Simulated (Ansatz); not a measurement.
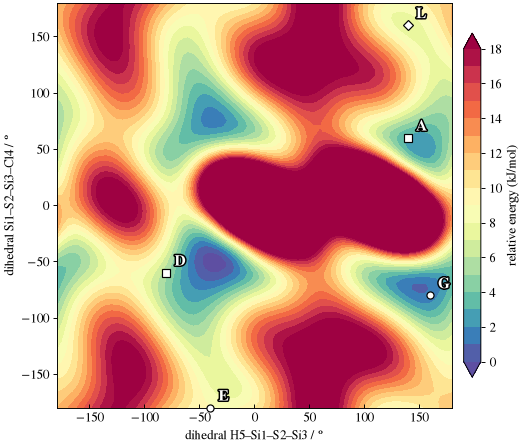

ClH₄SSi₂, SMILES [SiH2]S[SiH2]Cl, spin multiplicity 2. Coordinates scanned: (1) dihedral H5–Si1–S2–Si3; (2) dihedral Si1–S2–Si3–Cl4. Nothing is relaxed (all other coordinates rigid). Grid: 18 × 18 points. Points are written as (first, second). Energies: kJ/mol, counted from the lowest grid point. Computed with UKS SPW92 (LDA)/def2-SVP (Ansatz 0.2.0).

The picture shows filled contours, one colour for all values above the top of the scale, lettered points. Between grid points the surface is interpolated.

Rank the lettered points by energy, lowest first.

Answer. G (1.2 kJ/mol), A (2.8 kJ/mol), D (5.2 kJ/mol), L (7.4 kJ/mol), E (9.0 kJ/mol).

What kind of point is each of D, E, G, L: minimum, saddle, maximum or slope?

Answer. D: on a slope; E: saddle point; G: minimum; L: minimum. (In these two coordinates alone; a stationary point may lie a little off the grid point.)
